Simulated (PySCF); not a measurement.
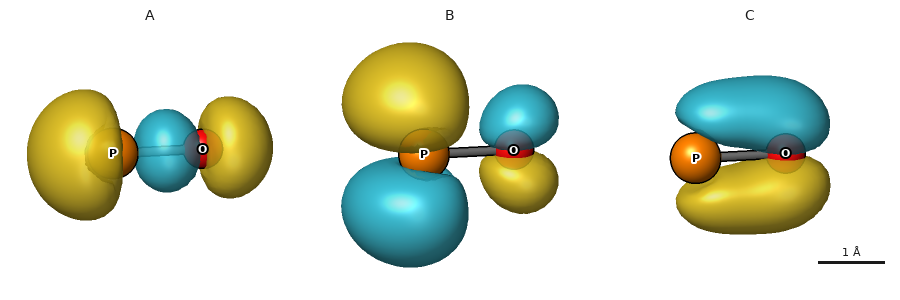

Figure. PO (charge +1). Three frontier orbitals, each drawn at the value that holds 80 % of its norm (yellow and cyan are the two phases), in no order; of a degenerate pair one member is drawn.

Method: PBE0/def2-TZVP, non-relativistic Hamiltonian with scalar-relativistic core potentials where named, at a bond length of 1.423 Å in PySCF 2.14.0.

Label each orbital by symmetry, say whether it is occupied, and order them by energy.

Answer. Orbital C: π, occupied, −19.93 eV; bonding, with no node between the atoms.
Orbital A: σ, occupied, −19.60 eV; shared between the atoms (P 50 %, O 50 %).
Orbital B: π, empty, −11.29 eV; mainly on P (80 %).
